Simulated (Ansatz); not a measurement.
# Converging the plane-wave cutoff: Be3Ir (I4mm, 4 atoms in the cell)

```yaml
crystal:
  lattice:
    - [-1.62345, 1.62345, 3.60744]
    - [1.62345, -1.62345, 3.60744]
    - [1.62345, 1.62345, -3.60744]
  atoms:
    - { symbol: Be, position: [0.75000, 0.25000, 0.50000] }
    - { symbol: Be, position: [0.25000, 0.75000, 0.50000] }
    - { symbol: Be, position: [0.50693, 0.50693, 0.00000] }
    - { symbol: Ir, position: [0.00000, 0.00000, 0.00000] }
```

Method: LDA (PW92), default PAW files made with PBE (plane waves; Ansatz, a program for electronic structure).

Base settings: basis.ecutwfc = 420 eV; kpoints.mp_grid.grid = 14 14 14; hamiltonian.xc = lda; hamiltonian.pseudopotentials = {kind: paw} (the program's default PAW files); scf.occupations.method = fermi_dirac; scf.occupations.width = 0.1 eV.

The second cell is the first with its lattice scaled by 0.98.

The mesh stays at the base's, so the ladder's end is converged at best in this setting alone.

The first pressure column holds Ansatz's estimate of the finite-basis (Pulay) stress, which hides part of the cutoff error; the other is without it.

Only quantities that move along the ladder and can be compared are tabulated.

The count of work is k-points × plane waves × bands × iterations; it is no time. 

The starting cell comes from a database of computed structures (which also holds hypothetical and non-ambient phases and stackings), without a prior relaxation at this level. Its lattice was rescaled by up to half a per cent. One atom was moved a little off its site on purpose. Spin polarisation is off. In the base run, with a pressure of about -4 GPa the cell is away from its equilibrium volume at this level.

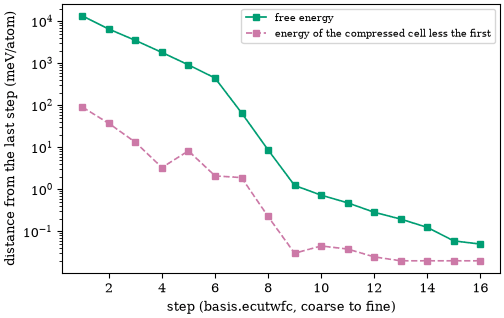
Figure. Distance from the last step along the ladder; very small values are drawn at a floor.

```tsv
basis.ecutwfc	free energy less the last step's (meV/atom)	energy of the compressed cell less the first (meV/atom)	pressure (GPa)	pressure without the Pulay estimate (GPa)	largest difference of a force vector from the last step's (eV/Å)	count of work / last
145 eV	13334.91	-84.65	-23.74	-631.33	0.045	0.065
170 eV	6493.00	-31.05	-13.62	-381.83	0.019	0.086
190 eV	3489.78	19.19	-2.73	-243.09	0.009	0.100
210 eV	1805.81	2.70	-5.43	-148.53	0.018	0.089
230 eV	912.70	-2.24	-7.02	-88.62	0.012	0.11
250 eV	445.47	3.90	-4.45	-51.57	0.004	0.13
295 eV	66.24	7.91	-3.92	-14.27	0.003	0.15
335 eV	8.70	6.23	-4.43	-6.15	0.000	0.20
380 eV	1.24	6.03	-4.45	-4.58	0.000	0.22
420 eV	0.73	6.05	-4.44	-4.48	0.000	0.27
460 eV	0.48	6.04	-4.45	-4.48	0.000	0.31
505 eV	0.29	6.03	-4.45	-4.47	0.000	0.36
565 eV	0.20	6.01	-4.45	-4.46	0.000	0.43
630 eV	0.12	6.01	-4.46	-4.46	0.000	0.50
735 eV	0.06	6.01	-4.46	-4.46	0.000	0.63
840 eV	0.04	6.00	-4.46	-4.46	0.000	0.75
1010 eV	0.00	6.00	-4.46	-4.46	0.000	1.0
```

Coarsest basis.ecutwfc that holds the pressure within 0.2 GPa of the last step, with all finer ones: 335 eV, at 0.20 of the last step's count of work; the step before is off by 0.54 GPa.

Coarsest basis.ecutwfc that holds the forces within 0.005 eV/Å of the last step, with all finer ones: 250 eV, at 0.13 of the last step's count of work; the step before is off by 0.012 eV/Å.

Coarsest basis.ecutwfc that holds the energy of the compressed cell less the first within 0.2 meV/atom of the last step, with all finer ones: 380 eV, at 0.22 of the last step's count of work; the step before is off by 0.23 meV/atom.

The energy difference between the two cells stays within 1 meV/atom of the last step's from 335 eV on, the total only from 420 eV on: much of the error is common to both cells and cancels.

At the lowest cutoff the pressure without the Pulay estimate lies 627 GPa under the last step's, the usual sign of Pulay stress in an incomplete plane-wave basis.

Keys are those of Ansatz 0.2.
